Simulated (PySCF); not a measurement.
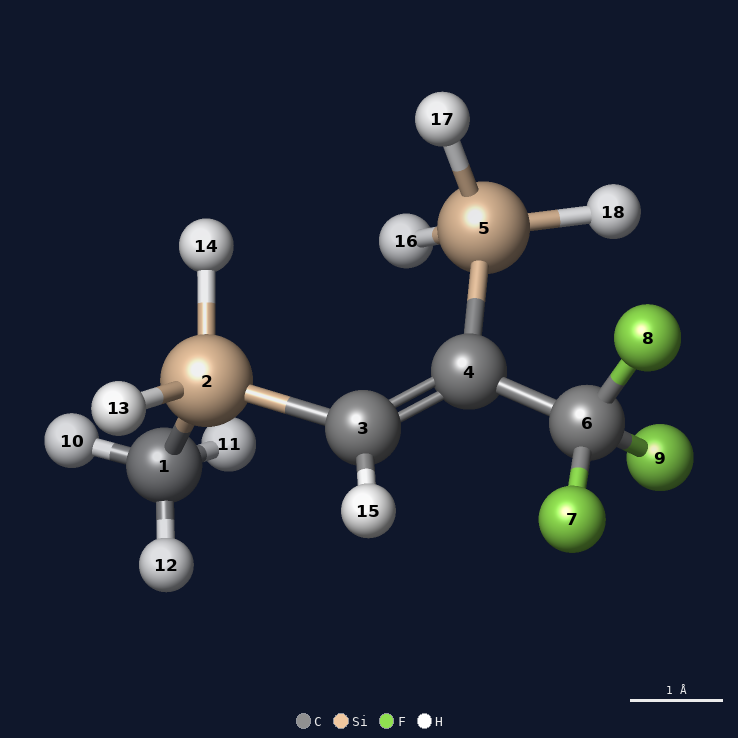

Atoms carry their numbers in the input. The geometry was computed by an optimisation with PBE0-D3(BJ)/def2-SVP. No frequency run is at hand to confirm it as a minimum.

**Describe the coordination of atom 2.**

Si2 has 4 neighbours (C1 at 1.88, C3 at 1.88, H13 at 1.49, H14 at 1.50 Å); the arrangement is tetrahedral.

**How are the neighbours of atom 6 arranged?**

C6 has 4 neighbours (C4 at 1.51, F7 at 1.33, F8 at 1.34, F9 at 1.34 Å); the arrangement is tetrahedral.

**How are the neighbours of atom 3 arranged?**

C3 has 3 neighbours (Si2 at 1.88, C4 at 1.34, H15 at 1.10 Å); the arrangement is trigonal planar.

**How are the neighbours of atom 5 arranged?**

Si5 has 4 neighbours (C4 at 1.90, H16 at 1.49, H17 at 1.49, H18 at 1.49 Å); the arrangement is tetrahedral.

**What is the dihedral angle Si5–C4–C6–F9?**

63° in size, that is gauche.
